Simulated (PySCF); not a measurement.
# AlHBr (SMILES [AlH][Br]): UM06-2X/STO-3G

Aim: the energy change on altering one bond length of AlHBr at UM06-2X/STO-3G, from 2 runs. The job is set up through a Python script.

The calculation is run with PySCF 2.14.0.

41 further runs of the same task are left out: 30 for a known fault of the program, 11 set aside as unsound or not needed.

### 1 The system as given

AlHBr: 3 atoms, total charge 0, spin state doublet. SMILES: `[AlH][Br]`. Geometry: relaxed at PBE0-D4/def2-TZVP.

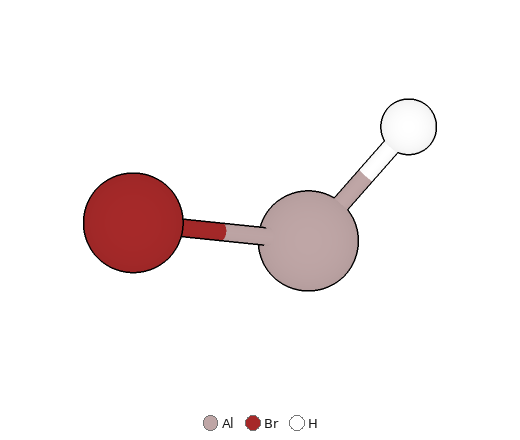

Viewed from a chosen angle; aluminium light grey, bromine red, hydrogen white.

### 2 The energy at UM06-2X/STO-3G

run.py

```python
# [AlH][Br]
from pyscf import gto, dft

system = gto.Mole()
system.atom = '''
Al    -0.560682    -1.186748    -0.451834
Br     2.994271     0.016252     1.646140
H     -2.454565     1.048042    -1.219440
'''
system.spin = 1
system.verbose = 4
system.charge = 0
system.max_memory = 1860
system.basis = 'sto-3g'
system.unit = 'bohr'
system.build()

myscf = dft.UKS(system)
myscf.xc = 'm06-2x'
myscf.conv_tol = 1e-10
myscf.grids.level = 5
myscf.kernel()
if not myscf.converged:
    myscf = myscf.newton().run(myscf.mo_coeff, myscf.mo_occ)

etot = myscf.e_tot
print('E = %.10f Eh' % etot)
```

Launch:

```
$ OMP_NUM_THREADS=1 python run.py
```

The log of the run:

```text
PySCF version 2.14.0

[INPUT] num. atoms = 3
[INPUT] num. electrons = 49
[INPUT] charge = 0
[INPUT] spin (= nelec alpha-beta = 2S) = 1
[INPUT] symmetry False subgroup None
[INPUT] Mole.unit = bohr
[INPUT] Symbol           X                Y                Z      unit          X                Y                Z       unit  Magmom
[INPUT]  1 Al    -0.296700136973  -0.627999996705  -0.239100255919 AA   -0.560682000000  -1.186748000000  -0.451834000000 Bohr   0.0
[INPUT]  2 Br     1.584499976519   0.008600188032   0.871099773984 AA    2.994271000000   0.016252000000   1.646140000000 Bohr   0.0
[INPUT]  3 H     -1.298899860722   0.554599942487  -0.645299858084 AA   -2.454565000000   1.048042000000  -1.219440000000 Bohr   0.0

nuclear repulsion = 115.724112802863
number of shells = 14
number of NR pGTOs = 84
number of NR cGTOs = 28
basis = sto-3g
ecp = {}

******** <class 'pyscf.dft.uks.UKS'> ********
method = UKS
initial guess = minao
damping factor = 0
level_shift factor = 0
DIIS = <class 'pyscf.scf.diis.CDIIS'>
diis_start_cycle = 1
diis_space = 8
diis_damp = 0
SCF conv_tol = 1e-10
SCF conv_tol_grad = None
SCF max_cycles = 50
direct_scf = True
direct_scf_tol = 1e-13
number electrons alpha = 25  beta = 24
XC library pyscf.dft.libxc version 7.0.0
    S. Lehtola, C. Steigemann, M. J.T. Oliveira, and M. A.L. Marques.,  SoftwareX 7, 1–5 (2018)
XC functionals = m06-2x
    Y. Zhao and D. G. Truhlar.,  Theor. Chem. Acc. 120, 215 (2008)
    Y. Zhao and D. G. Truhlar.,  Theor. Chem. Acc. 120, 215 (2008)
radial grids:
    Treutler-Ahlrichs [JCP 102, 346 (1995); DOI:10.1063/1.469408] (M4) radial grids

becke partition: Becke, JCP 88, 2547 (1988); DOI:10.1063/1.454033
pruning grids: <function nwchem_prune>
grids dens level: 5
symmetrized grids: False
atomic radii adjust function: <function treutler_atomic_radii_adjust>
small_rho_cutoff = 0
Set gradient conv threshold to 1e-05
tot grids = 111328
init E= -2782.30664591933
[... the frontier-level lines of each cycle are left out ...]


cycle= 1 E= -2786.06260640811  delta_E= -3.76  |g|= 0.205  |ddm|= 1.49
cycle= 2 E= -2786.11887629612  delta_E= -0.0563  |g|= 0.118  |ddm|= 0.984
cycle= 3 E= -2786.13520124387  delta_E= -0.0163  |g|= 0.0163  |ddm|= 0.296
cycle= 4 E= -2786.13590813467  delta_E= -0.000707  |g|= 0.00422  |ddm|= 0.0852
cycle= 5 E= -2786.13597096679  delta_E= -6.28e-05  |g|= 0.00151  |ddm|= 0.0264
cycle= 6 E= -2786.13597760166  delta_E= -6.63e-06  |g|= 0.000411  |ddm|= 0.00807
cycle= 7 E= -2786.13597809877  delta_E= -4.97e-07  |g|= 6.38e-05  |ddm|= 0.00229
cycle= 8 E= -2786.13597810989  delta_E= -1.11e-08  |g|= 9.87e-06  |ddm|= 0.000328
cycle= 9 E= -2786.13597811022  delta_E= -3.38e-10  |g|= 1.09e-06  |ddm|= 6.81e-05
cycle= 10 E= -2786.13597811023  delta_E= -4.09e-12  |g|= 2.15e-07  |ddm|= 7.07e-06
Extra cycle  E= -2786.13597811023  delta_E= 4.55e-13  |g|= 7.5e-08  |ddm|= 1.02e-06
converged SCF energy = -2786.13597811023  <S^2> = 0.75295296  2S+1 = 2.0029508
E = -2786.1359781102 Eh
```

It took 6 s on 1 thread of Arm Neoverse V2, shared host; peak memory 0.23 GiB.

### 3 The distorted shape at the same level

calc.py

```python
from pyscf import gto, dft

mol = gto.Mole()
mol.atom = 'Al -1.801634 -1.137271 -1.127244; Br 1.584500 0.008600 0.871100; H -2.803834 0.045329 -1.533444'
mol.spin = 1
mol.basis = 'sto-3g'
mol.max_memory = 1860
mol.verbose = 3
mol.build()

mf = dft.UKS(mol)
mf.xc = 'm06-2x'
mf.conv_tol = 1e-10
mf.grids.level = 5
mf.kernel()
if not mf.converged:
    mf = mf.newton().run(mf.mo_coeff, mf.mo_occ)

etot = mf.e_tot
print(f'total energy: {etot:.8f} hartree')
```

Launch:

```
$ OMP_NUM_THREADS=1 python calc.py
```

The log of the run:

```text
WARN: HOMO -0.216831369525351 >= LUMO -0.216831369525356

WARN: HOMO -0.0175988396790388 >= LUMO -0.0174459737689293

SCF not converged.
SCF energy = -2785.984595558 after 50 cycles  <S^2> = 0.7500029  2S+1 = 2.0000029
converged SCF energy = -2785.98459556935  <S^2> = 0.7500029  2S+1 = 2.0000029
total energy: -2785.98459557 hartree
```

It took 31 s on 1 thread of Arm Neoverse V2, shared host; peak memory 0.41 GiB.

### 4 Summary of results

Level: UM06-2X/STO-3G.

| quantity | value |
| --- | --- |
| first shape: total energy | -2786.13598 Eh |
| first shape: dipole moment | 3.42 D |
| first shape: HOMO energy (highest over α and β) | -3.38 eV |
| first shape: LUMO energy (lowest over α and β) | 2.70 eV |
| first shape: ⟨S²⟩ | 0.753 |
| distorted shape: total energy | -2785.98460 Eh |
| distorted shape: dipole moment | 1.13 D |
| distorted shape: HOMO energy (highest over α and β) | -2.09 eV |
| distorted shape: LUMO energy (lowest over α and β) | -1.37 eV |
| distorted shape: ⟨S²⟩ | 0.750 |
| energy change with the Al1–Br2 bond stretched from 2.275 to 4.095 Å | 4.119 eV |

With the Al1–Br2 bond stretched from 2.275 to 4.095 Å the energy rises by 4.12 eV (95 kcal/mol). The first shape isn't relaxed at this level, so the change isn't measured from a minimum. The minimal basis adds a large error of its own. Mulliken charges (first shape) run from -0.37 on Br2 to +0.61 on Al1. Mulliken charges (distorted shape) run from -0.37 on H3 to +0.37 on Al1; they depend strongly on the basis.
